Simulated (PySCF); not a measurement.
Potential energy surface of H3Ga, singlet: map of symmetric stretch and umbrella angle. Scanned: Ga-H bond length and angle between the Ga-H bonds and the threefold axis (90 = planar).

Cartesian coordinates as functions of the variables (Å; names that start with a are angles):
```
Ga  0  0  0
H  r*sin(a)*cos(0*2*pi/3+0)  r*sin(a)*sin(0*2*pi/3+0)  0+r*cos(a)
H  r*sin(a)*cos(1*2*pi/3+0)  r*sin(a)*sin(1*2*pi/3+0)  0+r*cos(a)
H  r*sin(a)*cos(2*2*pi/3+0)  r*sin(a)*sin(2*2*pi/3+0)  0+r*cos(a)
```

Method: RHF/def2-SVP (PySCF).

Energy in mEh above the lowest grid point; x is the Ga-H bond length (Å), y the angle between the Ga-H bonds and the threefold axis (90 = planar) (°).

```csv
y \ x,1.38,1.43,1.54,1.61,1.67,1.75,1.82,1.87,1.96
130,200.4,176.2,147.5,142.5,144.0,152.5,164.3,174.6,195.9
125.91,168.3,144.6,117.3,113.1,115.4,124.9,137.7,148.8,171.4
123,148.0,124.7,98.2,94.6,97.5,107.7,121.2,132.7,156.1
117.25,113.5,90.9,66.1,63.5,67.4,78.9,93.5,105.8,130.8
113.91,96.7,74.5,50.6,48.6,52.9,65.1,80.2,92.9,118.6
110.49,82.0,60.1,36.9,35.5,40.2,53.0,68.6,81.7,108.0
106.50,67.7,46.2,23.8,22.9,28.0,41.4,57.5,71.0,97.9
101.12,53.5,32.4,10.8,10.3,15.9,29.8,46.5,60.3,87.8
97.44,47.0,26.0,4.8,4.6,10.4,24.6,41.5,55.4,83.3
93.66,43.0,22.2,1.2,1.1,7.0,21.4,38.4,52.4,80.5
90,41.7,20.9,0.0,0.0,6.0,20.3,37.4,51.5,79.6
```

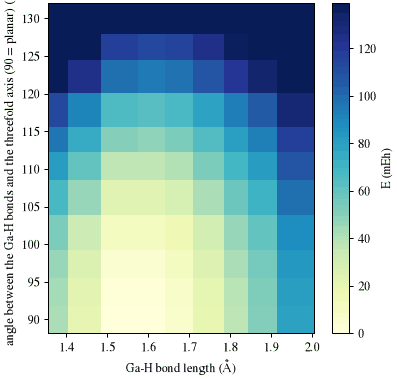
Energy surface, cut off at 139 mEh.

Points that lie below all their neighbours on the grid: x = 1.61, y = 90 on the edge of the grid (0.0 mEh).
